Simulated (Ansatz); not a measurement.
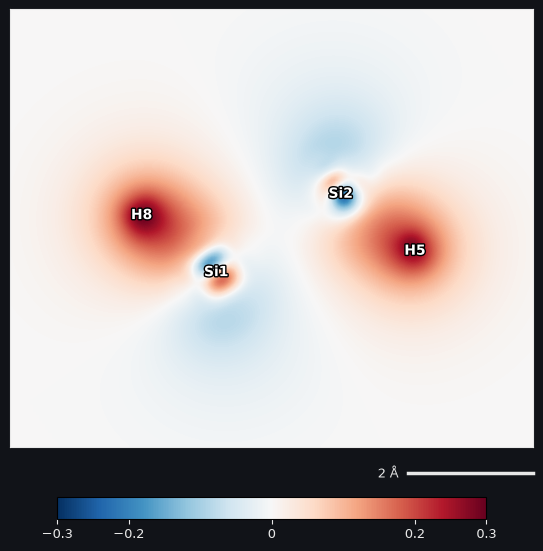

Figure. H6Si2···H2. The HOMO−1 on the plane of atoms Si1, Si2 and H5 (values in Å⁻³ᐟ²; the overall sign is arbitrary).

Method: Ansatz, RKS PBE0/def2-SVP.

The calculation's input:

```
crystal:
  periodic: [false, false, false]
  atoms:
    - { symbol: Si, position_ang: [0.187314, -0.042701, 0.161281] }
    - { symbol: Si, position_ang: [0.167928, -0.030453, 2.418654] }
    - { symbol: H, position_ang: [-1.078708, -0.653219, 2.957455] }
    - { symbol: H, position_ang: [1.327344, -0.817573, 2.950874] }
    - { symbol: H, position_ang: [0.271476, 1.368228, 2.94673] }
    - { symbol: H, position_ang: [1.616968, -0.064778, -0.282757] }
    - { symbol: H, position_ang: [-0.448066, 1.171268, -0.431257] }
    - { symbol: H, position_ang: [-0.481439, -1.260342, -0.389774] }
    - { symbol: H, position_ang: [-2.419051, 0.22402, 0.658758] }
    - { symbol: H, position_ang: [-2.276565, 0.10555, 1.353436] }
basis:
  gaussian: { orbitals: def2-SVP }
hamiltonian:
  xc: pbe0
relax:
  f_tol: 0.03
  max_steps: 50
output:
  orbitals: {}
```

Run with:

```sh
ansatz run input.yaml --threads 1 --pin off --max-ram 2048MiB --backend cpu --events-out ev --progress --plain --runs-dir out
```

The fields are those of the run's last geometry, not of the input's.

> Where does this orbital lie, and at what energy?

Its weight (Hirshfeld) is mainly on Si1 (about 20 %), Si2 (about 20 %), H6 (about 20 %) and H3 (about 20 %). Its energy is −9.54 eV.
